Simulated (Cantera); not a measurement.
Charge: 1 mol Si3N4, 0.0031 mol H2O, 18 mol N2, held at 0.550 Pa.

Cantera equilibrium calculation (NASA polynomials, part measured and part estimated; ideal gas, pure solids and liquids). Candidate condensed phases: H2O, Si, SiO2, Si2N2O, Si3N4; 35 gas species. The tables' values for SiN are old estimates; treat these amounts as uncertain. Kinetics and transport are ignored.

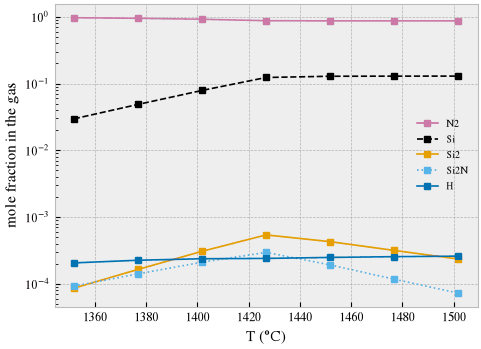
*Equilibrium gas composition (values under 1e-9 drawn at 1e-9)*

### Question
Read off the mole fractions at 1427 °C.

### Answer
N2 about 0.88, Si about 0.12, Si2 about 0.00054, Si2N about 0.00030, H about 0.00024.
